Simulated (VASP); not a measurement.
**BaTiO3: the relaxed cell at several levels**

How close do the usual functionals, with and without dispersion, come to the cell of BaTiO3? The levels: PBE, LDA, r2SCAN and PBE + D3(BJ). The start is a cell from a database of measured crystal structures.

Method: PBE; plane waves and PAW (Ba_sv, Ti_sv, O), in the first sound run; inputs show where later runs differ, in VASP 6.6.1.

### 1. The starting structure

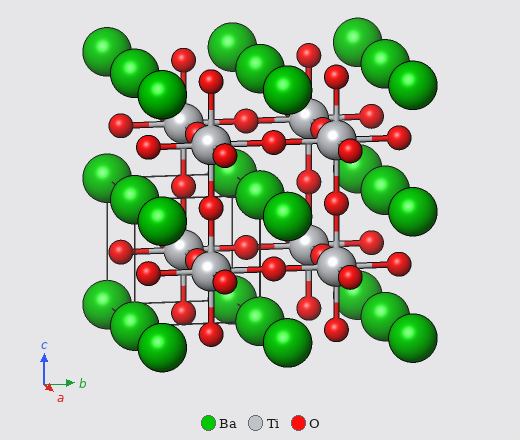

The cell as given, slightly off an axis (barium green, titanium light grey, oxygen red). 2×2×2 cells are drawn. Some periodic images of atoms are drawn too.

Structure file:

```xyz
5
Lattice="4.0354 0.0000 0.0000 0.0000 4.0354 0.0000 0.0000 0.0000 4.0354" Properties=species:S:1:pos:R:3 pbc="T T T"
Ba    0.0000    0.0000    0.0000
Ti    2.0177    2.0177    2.0177
O     2.0177    2.0177    0.0000
O     0.0000    2.0177    2.0177
O     2.0177    0.0000    2.0177
```

### 2. Relaxation with PBE

The start need not lie at this functional's minimum. ISIF = 3 frees volume, shape and positions, and EDIFFG sets the threshold on forces and stress at which the search stops. PBE, the usual starting point, adds the gradient of the density.

INCAR

```
SYSTEM = BaTiO3
PREC = Accurate
ENCUT = 560
EDIFF = 1E-06
NELM = 100
ISMEAR = -1
SIGMA = 0.05
LREAL = .FALSE.
ALGO = Normal
GGA = PE
NBANDS = 26
LASPH = .TRUE.
LORBIT = 11
LWAVE = .FALSE.
LCHARG = .FALSE.
KPAR = 2
IBRION = 2
NSW = 60
ISIF = 3
EDIFFG = -0.01
```

POSCAR

```
BaTiO3
1.0
    4.0354200000      0.0000000000      0.0000000000
    0.0000000000      4.0354200000      0.0000000000
    0.0000000000      0.0000000000      4.0354200000
Ba Ti O
1 1 3
Direct
    0.0000000000      0.0000000000      0.0000000000
    0.5000000000      0.5000000000      0.5000000000
    0.5000000000      0.5000000000      0.0000000000
    0.0000000000      0.5000000000      0.5000000000
    0.5000000000      0.0000000000      0.5000000000
```

KPOINTS

```
Automatic mesh
0
Gamma
7 7 7
0 0 0
```

The projector-augmented-wave data sets are Ba_sv, Ti_sv and O (PBE family, release 64).

Launch:

```bash
$ mpirun -np 2 vasp_std
```

Log:

```text
[banner, memory and clock lines left out]
running    2 mpi-ranks, on    1 nodes
 distrk:  each k-point on    1 cores,    2 groups
 distr:  one band on    1 cores,    1 groups

 POSCAR found type information on POSCAR BaTiO
 POSCAR found :  3 types and       5 ions
 LDA part: xc-table for (Slater+PW92), standard interpolation
 POSCAR, INCAR and KPOINTS ok, starting setup
 FFT: planning ... GRIDC
 FFT: planning ... GRID_SOFT
 FFT: planning ... GRID
 WAVECAR not read
 entering main loop
       N       E                     dE             d eps       ncg     rms          rms(c)
DAV:   1     0.470292768461E+03    0.47029E+03   -0.22003E+04  1040   0.175E+03
DAV:   2     0.233710258281E+01   -0.46796E+03   -0.45376E+03  1224   0.474E+02
DAV:   3    -0.485568633613E+02   -0.50894E+02   -0.50584E+02  1432   0.149E+02
DAV:   4    -0.510229039604E+02   -0.24660E+01   -0.24623E+01  1560   0.292E+01
DAV:   5    -0.511056069447E+02   -0.82703E-01   -0.82690E-01  1426   0.389E+00    0.224E+01
DAV:   6    -0.402281652216E+02    0.10877E+02   -0.67653E+01  1558   0.700E+01    0.997E+00
DAV:   7    -0.401682511665E+02    0.59914E-01   -0.11678E+01  1342   0.243E+01    0.629E+00
DAV:   8    -0.399786413561E+02    0.18961E+00   -0.85297E-01  1326   0.802E+00    0.312E+00
DAV:   9    -0.400099658634E+02   -0.31325E-01   -0.34295E-01  1484   0.483E+00    0.146E+00
DAV:  10    -0.399901678445E+02    0.19798E-01   -0.10781E-01  1252   0.355E+00    0.466E-01
DAV:  11    -0.399881731009E+02    0.19947E-02   -0.12077E-02  1314   0.664E-01    0.129E-01
DAV:  12    -0.399885110382E+02   -0.33794E-03   -0.25769E-03  1452   0.466E-01    0.153E-01
DAV:  13    -0.399881150248E+02    0.39601E-03   -0.10866E-03  1330   0.355E-01    0.137E-02
DAV:  14    -0.399881182303E+02   -0.32055E-05   -0.39091E-05  1372   0.419E-02    0.503E-03
DAV:  15    -0.399881198921E+02   -0.16618E-05   -0.29333E-06  1140   0.166E-02    0.940E-03
DAV:  16    -0.399881186638E+02    0.12283E-05   -0.43232E-06  1060   0.230E-02    0.132E-03
DAV:  17    -0.399881186901E+02   -0.26308E-07   -0.19538E-07   628   0.331E-03
   1 F= -.39988119E+02 E0= -.39988119E+02  d E =-.399881E+02
 curvature:   0.00 expect dE= 0.000E+00 dE for cont linesearch  0.000E+00
 trial: gam= 0.00000 g(F)=  0.000E+00 g(S)=  0.527E-03 ort = 0.000E+00 (trialstep = 0.100E+01)
 search vector abs. value=  0.527E-03
 bond charge predicted
       N       E                     dE             d eps       ncg     rms          rms(c)
DAV:   1    -0.399922213062E+02   -0.41026E-02   -0.11709E-01  1192   0.320E+00    0.522E-01
DAV:   2    -0.399886051103E+02    0.36162E-02   -0.12614E-02  1220   0.997E-01    0.178E-01
DAV:   3    -0.399881236100E+02    0.48150E-03   -0.34025E-03  1092   0.333E-01    0.638E-02
DAV:   4    -0.399880886906E+02    0.34919E-04   -0.61799E-04  1626   0.166E-01    0.367E-02
DAV:   5    -0.399881123948E+02   -0.23704E-04   -0.80551E-05  1560   0.653E-02    0.230E-02
DAV:   6    -0.399881347896E+02   -0.22395E-04   -0.50202E-05  1366   0.354E-02    0.169E-02
DAV:   7    -0.399881461990E+02   -0.11409E-04   -0.21638E-05  1450   0.261E-02    0.232E-03
DAV:   8    -0.399881458695E+02    0.32950E-06   -0.13438E-06   926   0.683E-03
   2 F= -.39988146E+02 E0= -.39988146E+02  d E =-.271794E-04
 trial-energy change:   -0.000027  1 .order   -0.000030   -0.000527    0.000467
 step:   0.5300(harm=  0.5300)  dis= 0.00000  next Energy=   -39.988258 (dE=-0.140E-03)
 bond charge predicted
       N       E                     dE             d eps       ncg     rms          rms(c)
DAV:   1    -0.399891631033E+02   -0.10169E-02   -0.25840E-02  1192   0.151E+00    0.246E-01
DAV:   2    -0.399883693744E+02    0.79373E-03   -0.28203E-03  1226   0.472E-01    0.836E-02
DAV:   3    -0.399882634554E+02    0.10592E-03   -0.76149E-04  1092   0.157E-01    0.317E-02
DAV:   4    -0.399882526565E+02    0.10799E-04   -0.14277E-04  1596   0.821E-02    0.172E-02
DAV:   5    -0.399882556791E+02   -0.30226E-05   -0.18731E-05  1534   0.307E-02    0.109E-02
DAV:   6    -0.399882583054E+02   -0.26263E-05   -0.11478E-05  1376   0.168E-02    0.804E-03
DAV:   7    -0.399882582121E+02    0.93391E-07   -0.50372E-06  1260   0.126E-02
   3 F= -.39988258E+02 E0= -.39988258E+02  d E =-.139522E-03
 curvature:  -0.26 expect dE=-0.129E-06 dE for cont linesearch -0.129E-06
 trial: gam= 0.00000 g(F)=  0.861E-64 g(S)=  0.487E-06 ort =-0.160E-04 (trialstep = 0.906E+00)
 search vector abs. value=  0.487E-06
 reached required accuracy - stopping structural energy minimisation
```

Elapsed: 16 s, on 2 MPI ranks of Intel Xeon 6975P-C (Granite Rapids), shared host; peak memory 0.4 GiB.

The logs omit lines about the potential files and the build; timing stands in the text.

OUTCAR, selected parts (step 2):

```text
ion  position               nearest neighbor table
   1  0.000  0.000  0.000-   3 2.85   4 2.85   5 2.85   4 2.85   5 2.85   3 2.85   4 2.85   4 2.85
                             3 2.85   5 2.85   5 2.85   3 2.85   2 3.49   2 3.49   2 3.49   2 3.49
   2  0.500  0.500  0.500-   3 2.02   4 2.02   5 2.02   3 2.02   5 2.02   4 2.02   1 3.49   1 3.49
                             1 3.49   1 3.49   1 3.49   1 3.49   1 3.49   1 3.49
   3  0.500  0.500  0.000-   2 2.02   2 2.02   1 2.85   1 2.85   1 2.85   1 2.85
   4  0.000  0.500  0.500-   2 2.02   2 2.02   1 2.85   1 2.85   1 2.85   1 2.85
   5  0.500  0.000  0.500-   2 2.02   2 2.02   1 2.85   1 2.85   1 2.85   1 2.85

  LATTYP: Found a simple cubic cell.
 ALAT       =     4.0354200000

 Subroutine GETGRP returns: Found 48 space group operations
 (whereof 48 operations were pure point group operations)

The static configuration has the point symmetry O_h .

 Found     20 irreducible k-points:

   k-points           NKPTS =     20   k-points in BZ     NKDIM =     20   number of bands    NBANDS=     26

   dimension x,y,z NGX =    32 NGY =   32 NGZ =   32
   dimension x,y,z NGXF=    64 NGYF=   64 NGZF=   64

   ENCUT  =  560.0 eV  41.16 Ry    6.42 a.u.   7.79  7.79  7.79*2*pi/ulx,y,z

   NELECT =      40.0000    total number of electrons

 k-points in reciprocal lattice and weights: Automatic mesh
   0.00000000  0.00000000  0.00000000       0.003
   0.14285714  0.00000000  0.00000000       0.017
   0.28571429  0.00000000  0.00000000       0.017
   0.42857143  0.00000000  0.00000000       0.017
   0.14285714  0.14285714  0.00000000       0.035
   0.28571429  0.14285714  0.00000000       0.070
   0.42857143  0.14285714  0.00000000       0.070
   0.28571429  0.28571429  0.00000000       0.035
   0.42857143  0.28571429  0.00000000       0.070
[...]
0.42857143  0.42857143  0.28571429       0.070
   0.42857143  0.42857143  0.42857143       0.023

 average (electrostatic) potential at core
       1 -33.0960       2 -77.2603       3 -69.8331       4 -69.8331       5 -69.8331

 E-fermi :   4.5143

 k-point     1 :       0.0000    0.0000    0.0000
  band No.  band energies     occupation
    ...
     16       2.6056      2.00000
     17       2.6056      2.00000
     18       3.4952      2.00000
     19       3.4952      2.00000
     20       3.4952      2.00000
     21       5.3616      0.00000
     22       5.3616      0.00000
     23       5.3616      0.00000
     24       7.4121      0.00000
     25       7.4121      0.00000
    ...

 k-point     2 :       0.1429    0.0000    0.0000
  band No.  band energies     occupation
    ...
     16       2.3846      2.00000
     17       2.4308      2.00000
     18       3.0137      2.00000
     19       3.3562      2.00000
     20       3.3562      2.00000
     21       5.3887      0.00000
     22       5.7501      0.00000
     23       5.7501      0.00000
     24       7.4132      0.00000
     25       7.9373      0.00000
    ...

 k-point     3 :       0.2857    0.0000    0.0000
  band No.  band energies     occupation
    ...
     16       2.0425      2.00000
     17       2.0846      2.00000
     18       2.2520      2.00000
     19       3.1227      2.00000
     20       3.1227      2.00000
     21       5.4512      0.00000
     22       6.4632      0.00000
     23       6.4632      0.00000
     24       7.4157      0.00000
     25       8.7876      0.00000
    ...

  Total        0.0040998      0.0040998      0.0040998      0.0000000      0.0000000     -0.0000000
  in kB        0.1001625      0.1001625      0.1001625      0.0000000      0.0000000     -0.0000000
  external PRESSURE =       0.1001625 kB  Pullay stress =       0.0000000 kB

  energy-cutoff  :      560.00
  volume of cell :       65.58
      direct lattice vectors                 reciprocal lattice vectors
     4.032636504 -0.000000000 -0.000000000     0.247976727  0.000000000 -0.000000000
    -0.000000000  4.032636504 -0.000000000     0.000000000  0.247976727 -0.000000000
     0.000000000  0.000000000  4.032636504     0.000000000  0.000000000  0.247976727

 POSITION                                       TOTAL-FORCE (eV/Angst)
 -----------------------------------------------------------------------------------
      0.00000      0.00000      0.00000        -0.000000      0.000000      0.000000
      2.01632      2.01632      2.01632         0.000000      0.000000      0.000000
      2.01632      2.01632     -0.00000        -0.000000      0.000000      0.000000
     -0.00000      2.01632      2.01632         0.000000      0.000000      0.000000
      2.01632      0.00000      2.01632        -0.000000     -0.000000      0.000000
 -----------------------------------------------------------------------------------
    total drift:                                0.000000     -0.000000     -0.000000

  FREE ENERGIE OF THE ION-ELECTRON SYSTEM (eV)
  ---------------------------------------------------
  free  energy   TOTEN  =       -39.9882582121 eV

  energy  without entropy=      -39.9882582082  energy(sigma->0) =      -39.98825821

 reached required accuracy - stopping structural energy minimisation

 total charge
# of ion       s       p       d       tot
------------------------------------------
    1        2.006   5.649   0.315   7.971
    2        2.204   6.255   1.675  10.133
    3        1.561   3.457   0.000   5.018
    4        1.561   3.457   0.000   5.018
    5        1.561   3.457   0.000   5.018
--------------------------------------------------
tot          8.892  22.276   1.990  33.158

[... 3 further parts left out ...]
```

CONTCAR:

```
BaTiO3
   1.00000000000000
     4.0326365040954428   -0.0000000000000000   -0.0000000000000000
    -0.0000000000000000    4.0326365040954428   -0.0000000000000000
     0.0000000000000000    0.0000000000000000    4.0326365040954428
  Ba              Ti              O
     1     1     3
Direct
     0.0000000000000000    0.0000000000000000    0.0000000000000000
     0.5000000000000000    0.5000000000000000    0.5000000000000000
     0.5000000000000000    0.5000000000000000    0.0000000000000000
     0.0000000000000000    0.5000000000000000    0.5000000000000000
     0.5000000000000000    0.0000000000000000    0.5000000000000000
```

This run has no spin polarisation, although Ti can carry a moment. The gap is read on the k-mesh alone, so it is an upper bound where the band edges lie off the mesh. Harder data sets than Ba_sv exist (the GW ones), and pressures, volumes and forces can shift noticeably with them. The run keeps the 48 symmetry operations of its start, so it cannot find a distortion of lower symmetry.

Little changed from the start: no atom moved by 0.005 Å and no cell edge by 0.1 %.

This step gave:

| Property | Result |
| --- | --- |
| electrons | 40 |
| bands | 26 |
| irreducible k points | 20 |
| symmetry operations | 48 |
| free energy (TOTEN) | -39.99 eV |
| Fermi energy | 4.514 eV |
| pressure | 0.01002 GPa |
| metallic | no |
| valence top at k | 0.4286, 0.4286, 0.4286 |
| conduction bottom at k | 0, 0, 0 |
| least direct gap at k | 0, 0, 0 |
| SCF cycles over all ionic steps | 32 |
| gap on the k-mesh | 1.759 eV |
| least direct gap on the k-mesh | 1.866 eV |

It ends with forces that vanish by symmetry and a pressure of 0.01 GPa. The volume lies -0.2 % from that of the database's start, which holds the thermal and zero-point expansion of its experiment. The conventional cell has a = 4.033 Å.

(Continued in part 2 of 3.)

[Lines on the potential files, build, host, timing and source positions are cut from VASP's logs without a mark.]

[Logs are printed without paths, hosts, clocks, repeated set-up lines and the standing remarks that a program may print on its own settings, such as how far it seeks lower states.]

[Hosts, paths, dates, database ids (printed as entryN), source tags and the programs' standing remarks are cut or masked in the printed files.]

[A measured line is paired with the nearest computed mode of its activity, which favours agreement.]

[In band tables of VASP the shares of atoms and orbitals are scaled to a sum of 1 inside the atoms' spheres.]
